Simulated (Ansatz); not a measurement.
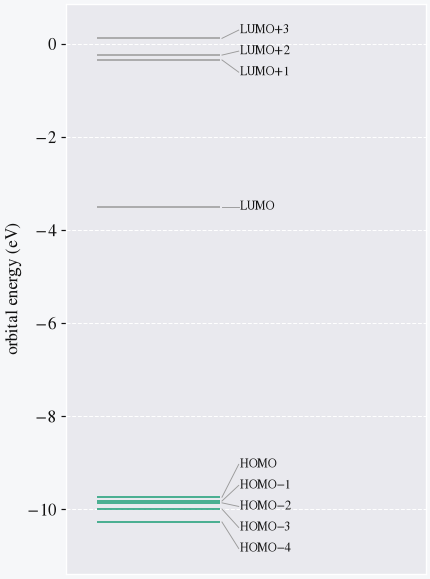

SnOCl₂F, SMILES [O][Sn]([F])([Cl])[Cl], doublet. Kohn-Sham orbital energies near the frontier (alpha spin), HSE06/def2-TZVPP with the Ansatz code 0.2.0, at a PBE0-D4/def2-TZVP geometry (a minimum by its frequencies), isolated molecule; empty levels in grey, levels within 0.03 eV side by side.

Question: Where do the highest filled and lowest empty alpha orbitals lie?

Answer: HOMO at −9.74 eV, LUMO at −3.50 eV, 6.24 eV apart.

Question: And the beta frontier levels?

Answer: Beta HOMO −9.44 eV, beta LUMO −5.69 eV.

Question: How far below the HOMO does the next level lie?

Answer: 0.08 eV.

Caveats: core potentials past krypton; spin-orbit coupling is left out, and with Sn it can shift these levels and split any degenerate set; empty levels above zero depend strongly on the basis.
